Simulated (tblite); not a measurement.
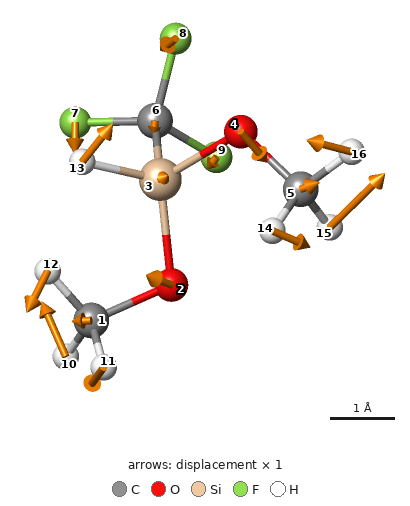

This is a relaxation of C$_{3}$H$_{7}$F$_{3}$O$_{2}$Si. The starting structure is drawn; orange arrows show the displacements, at their true length. The two geometries are superimposed by the best rigid fit.

Style: ball-and-stick. Shown from a free direction.

The calculation used GFN2-xTB geometry optimisation, gas phase in tblite. 

Question: Atoms of which element are displaced furthest, and by how much?

Answer: Hydrogen: up to 1.38 Å, against 0.80 Å for oxygen.

Question: Describe the change and its energy.

Answer: The energy falls by 33.0 kcal/mol in 198 geometry steps. H15 moves most after the best rigid fit: 1.38 Å. Largest moves by element: H 1.38 Å, O 0.80 Å, F 0.52 Å, C 0.35 Å, Si 0.23 Å. Near-neighbour distances that change, for instance: Si3–O4 1.714 → 1.597 Å, Si3–C6 1.867 → 1.942 Å, O2–Si3 1.682 → 1.610 Å, C6–F9 1.386 → 1.344 Å. Bond angles that change, for instance: C1–O2–Si3 106.1° → 132.9°, Si3–O4–C5 112.9° → 131.1°, Si3–C6–F9 105.6° → 114.6°. Groups turn about O4–C5 by about 115°, C1–O2 by about 70°, Si3–O4 by about 55°. The run took 1.1 s on 1 thread of Arm Neoverse V2, on a shared host.
